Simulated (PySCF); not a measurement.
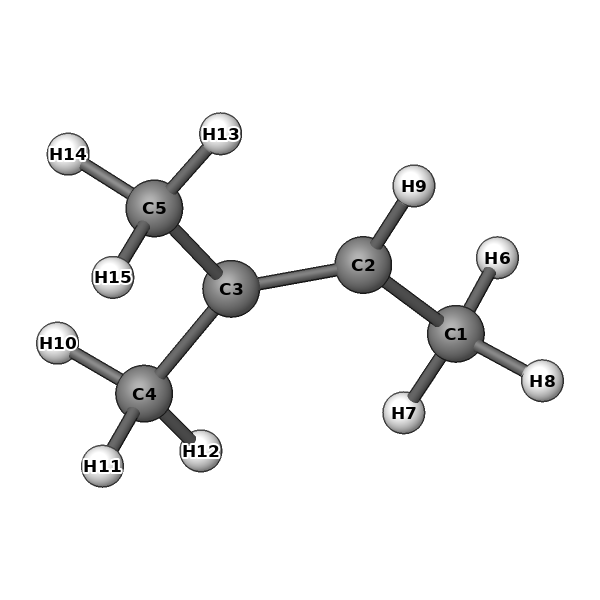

The questions are on isotropic NMR shieldings of the H atoms. The computed structure is the end point of a GFN2-xTB optimisation. No frequency run is at hand to confirm it as a minimum. Method: GIAO PBE0/pcSseg-1 NMR shielding, non-relativistic, gas phase (PySCF 2.14.0).

List the isotropic NMR shieldings of the H atoms.

```csv
atom,σ (ppm)
H6,30.04
H7,29.73
H8,30.03
H9,26.19
H10,30.28
H11,30.29
H12,29.42
H13,29.98
H14,29.96
H15,29.96
```
